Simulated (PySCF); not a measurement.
SMILES [Si](O)(O)(C)CB(O)O at its GFN2-xTB optimised geometry (Å):

```
17

Si     0.4032    -0.4407     1.2721
C      2.2957    -0.6388     1.2383
O     -0.0874     0.1208     2.7246
O     -0.3019    -1.8861     0.9154
C     -0.3141     0.7569     0.0000
B     -1.9206     0.7569     0.0000
O     -2.6479     1.9011     0.0000
O     -2.6266    -0.3924    -0.0298
H      2.6278    -1.3512     1.9895
H      2.6479    -0.9944     0.2762
H      2.7968     0.3011     1.4411
H      0.2445    -0.2132     3.5538
H      0.0412    -2.7099     1.2523
H      0.0284     0.4496    -0.9884
H      0.0876     1.7554     0.1655
H     -2.1407     2.7099     0.0223
H     -2.0848    -1.1774     0.0584
```

Level of theory: CAM-B3LYP/def2-SVP (PySCF). Cells within 0.4 Å of a nucleus heavier than hydrogen are left out (blank, or x).

Map of the deformation density (molecule minus spherical neutral atoms) (e/bohr³) on the plane z = 1.5 Å:

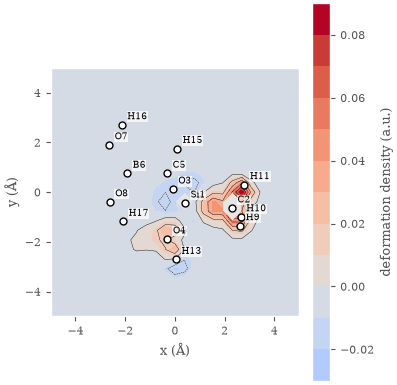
Figure. Deformation density (molecule minus spherical neutral atoms) (e/bohr³) on the plane z = 1.5 Å.
